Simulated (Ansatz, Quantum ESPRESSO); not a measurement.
# WSi2N4, 1 layer: the gap on the mesh at a withheld member of a series

**Set-up.** Quantum ESPRESSO 7.5, PBE, SG15 norm-conserving. Cell and atoms are relaxed under PBE (GBRV files) and held. Screened hybrids with norm-conserving files, screening 0.106 per bohr, fixed occupations, a 9×9×1 mesh with exchange on 3×3×1 q points. Levels count from the potential in the middle of the vacuum. The series steps the share of short-range exact exchange (0.25 is HSE06, 0 is PBE).

| share of short-range exact exchange | gap on the mesh (eV) |
| --- | --- |
| 0 | 2.434 |
| 0.1 | 2.652 |
| 0.2 | 2.875 |
| 0.25 | 2.989 |
| 0.3 | 3.104 |
| 0.4 | 3.339 |

To predict: What is the gap on the mesh at 0.15?

**Worked estimate.** The rows at 0.1 and 0.2 give a slope of (2.875 − (2.652))/(0.2 − (0.1)) = 2.23, so a straight line gives 2.764 eV. A parabola through these and the row at 0 gives 2.763 eV.

**The withheld run.** 2.762 eV. The line misses by +0.002 and the parabola by +0.001 eV. Both misses are under 5 % of the step from the nearer row.

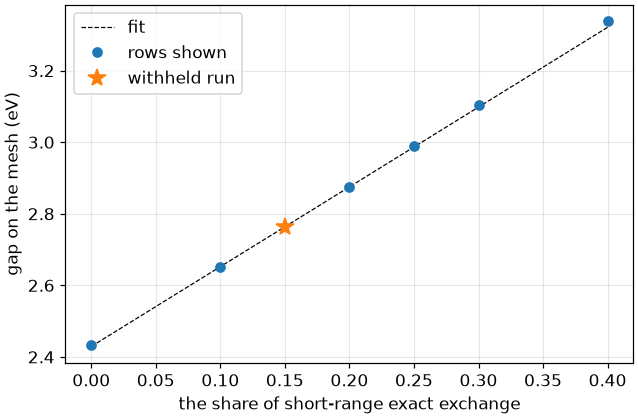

The rows shown, the fit and the withheld run.

Caveats: Gaps are those of the mesh; no spin-orbit coupling; the q mesh was not tested; the geometry stays that of PBE.
